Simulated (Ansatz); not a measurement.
**B3LYP/6-31G(d) (Cartesian functions) run of C4H4Si (SMILES C#C[SiH2]C#C)**

Aim: the vertical singlet–triplet gap of C4H4Si at B3LYP/6-31G* (Cartesian functions), from 2 runs. 

Program for the calculation: Ansatz 0.2.0.

42 further runs of the same task are left out: 42 set aside as unsound or not needed.

## 1. The structure to begin with

C4H4Si: 9 atoms, total charge 0, spin state singlet. As SMILES, `C#C[SiH2]C#C`. Geometry: relaxed at PBE0-D4/def2-TZVP.

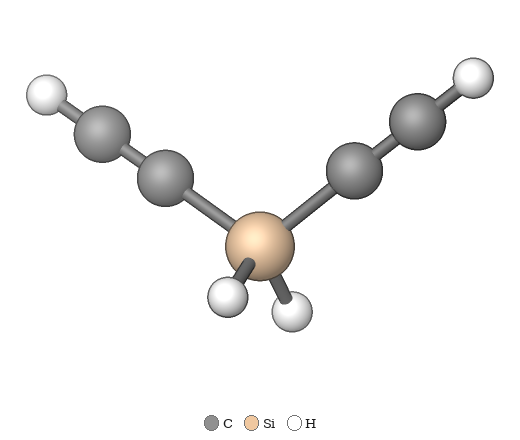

Viewed from a chosen angle; carbon grey, silicon light orange, hydrogen white.

## 2. The energy at B3LYP/6-31G(d) (Cartesian functions)

Input file job.yaml:

```yaml
crystal:
  periodic: [false, false, false]
  atoms:
    - {symbol: C, position_ang: [1.986100, -0.068000, 1.693000]}
    - {symbol: C, position_ang: [1.245000, -0.318200, 0.775800]}
    - {symbol: Si, position_ang: [0.139500, -0.713800, -0.616400]}
    - {symbol: C, position_ang: [-1.252900, 0.459600, -0.648400]}
    - {symbol: C, position_ang: [-2.180600, 1.228700, -0.681700]}
    - {symbol: H, position_ang: [2.639600, 0.155600, 2.505100]}
    - {symbol: H, position_ang: [0.896100, -0.611400, -1.885800]}
    - {symbol: H, position_ang: [-0.384600, -2.089300, -0.450100]}
    - {symbol: H, position_ang: [-2.999800, 1.910300, -0.708600]}
basis:
  gaussian:
    orbitals: "6-31G*"
accuracy: high
output: {orbitals: {seedname: orbitals}}
hamiltonian:
  xc: {name: B3LYP}
```

Started as:

```bash
ansatz run job.yaml --threads 1 --pin off --max-ram 3480MiB --events-out events.jsonl --progress --plain --runs-dir runs
```

The program printed:

```text
Warning: RAYON_NUM_THREADS=1 ignored (pool sized by the plan → 1); use --threads N
Functional definition: B3LYP
  name "B3LYP"
  parameter a0 = 0.2
  parameter ax = 0.72
  parameter ac = 0.81
  exchange = (1 - a0 - ax)*slater_x + ax*b88_x + a0*exact_x
  correlation = (1 - ac)*vwn_rpa_c + ac*lyp_c
1853 factors; integrals over basis functions are off by at most 3.6e-9 eV
mean field evaluation 1: about -12080.6633 eV, gradient 5.0e1 eV
mean field evaluation 2: about -12079.8884 eV, gradient 5.2e1 eV
mean field evaluation 4: about -12086.9700 eV, gradient 4.7e0 eV
mean field evaluation 8: about -12087.1678 eV, gradient 1.4e-1 eV
mean field evaluation 16: about -12087.1679 eV, gradient 1.7e-5 eV
mean field -12087.16786767 eV, -444.1952261602 hartree, gradient 1.7e-8 eV, S^2 0.000000; 0 other end points of the search recorded, 0 dependent functions left out
reference -12087.16790869 eV, -444.1952276676 hartree; 21, 21 occupied and 66, 66 virtual orbitals, 1853 factors
Total energy: -12087.16790869 eV, -444.1952276676 hartree
```

Wall time 2.5 s (1 thread of AMD EPYC 9R45 (Zen 5), shared host); peak memory 0.29 GiB.

## 3. The triplet

Changes to job.yaml since step 2:

```diff
@@ -19 +19,4 @@
   xc: {name: B3LYP}
+magnetization:
+  spin_polarized: true
+  initial_magnetization: 2
```

Started as:

```bash
ansatz run job.yaml --threads 1 --pin off --max-ram 3480MiB --events-out events.jsonl --progress --plain --runs-dir runs
```

The program printed, shortened:

```text
Warning: RAYON_NUM_THREADS=1 ignored (pool sized by the plan → 1); use --threads N
[... 7 set-up lines as earlier in the session ...]
1853 factors; integrals over basis functions are off by at most 3.6e-9 eV
mean field evaluation 1: about -12071.8761 eV, gradient 4.0e1 eV
mean field evaluation 2: about -12059.0472 eV, gradient 5.9e1 eV
mean field evaluation 4: about -12080.3641 eV, gradient 9.5e0 eV
mean field evaluation 8: about -12080.9461 eV, gradient 9.4e-1 eV
mean field evaluation 16: about -12081.2378 eV, gradient 7.6e-1 eV
mean field evaluation 32: about -12081.8962 eV, gradient 7.4e-3 eV
mean field -12081.89616819 eV, -444.0014947776 hartree, gradient 2.7e-8 eV, S^2 2.005019; 4 other end points of the search recorded, 0 dependent functions left out
reference -12081.89620949 eV, -444.0014962952 hartree; 22, 20 occupied and 65, 67 virtual orbitals, 1853 factors
Total energy: -12081.89620949 eV, -444.0014962952 hartree
```

It took 11 s on 1 thread of AMD EPYC 9R45 (Zen 5), shared host; peak memory 0.43 GiB.

## 4. Results

Level: B3LYP/6-31G* (Cartesian functions).

```
                                        quantity          value
                           singlet: total energy  -444.19523 Eh
                            singlet: HOMO energy       -7.67 eV
                            singlet: LUMO energy       -0.15 eV
                          singlet: HOMO–LUMO gap        7.52 eV
                           triplet: total energy  -444.00150 Eh
     triplet: HOMO energy (highest over α and β)       -2.80 eV
                                   triplet: ⟨S²⟩          2.005
vertical energy of the triplet above the singlet       5.272 eV
```

In words: At this shape the triplet lies 5.27 eV (509 kJ/mol) above the singlet.
